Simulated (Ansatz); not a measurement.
**A computed series for TiO2: carrier doping**

Take TiO$_{2}$ in the anatase structure (space group I4_1/amd, No. 141; a = 3.7779 Å, c = 9.5838 Å) as the base.

Carriers are added at fixed cell with a uniform background; the Fermi–Dirac width is that of 300 K.

The values are results of Ansatz (a first-principles code), r2SCAN, PAW, cutoff 500 eV, no SOC, not measurements.

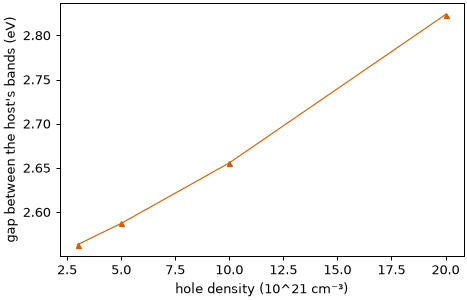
Figure: Gap between the host's bands against hole density

```csv
hole density (10^21 cm⁻³),gap between the host's bands
3,2.56 eV
5,2.59 eV
10,2.66 eV
20,2.82 eV
```

Carriers are added with a uniform compensating background; total energy and stress of such cells depend on the potential's zero and are not compared; many-body gap narrowing is missing at this level. Stability against distortions was not tested. All final runs are without spin polarisation.
